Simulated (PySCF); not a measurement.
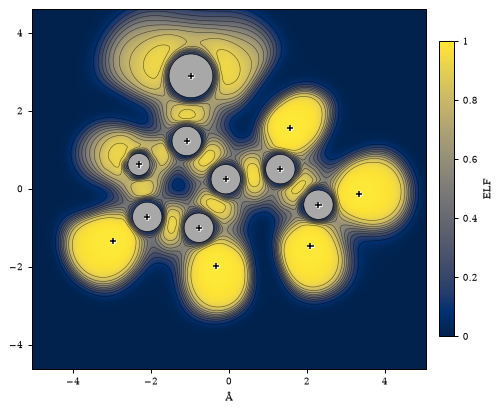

The electron localisation function on a plane through atoms (crosses mark nuclei in the plane; grey discs cover the cores).

Method: PBE0/def2-SVPD, SCF density, gas phase in PySCF.

Candidates:
A. C₆H₅OS (SMILES C=Cc1ccoc1[S-]) (charge −1)
B. C₆H₁₀F₂ (SMILES CC/C(C)=C\C(F)F)
C. C₅H₄F₂N₂O (SMILES FC(F)Oc1cccnn1)

Which system is this?

Answer. Candidate A: C₆H₅OS on the molecular plane, which holds C, O, S and H. C–C (1.34 Å): the ELF peaks at about 0.95 between the atoms; a multiple bond. C–O (1.36 Å): the ELF peaks at about 0.90 between the atoms, as expected for a polar covalent bond.
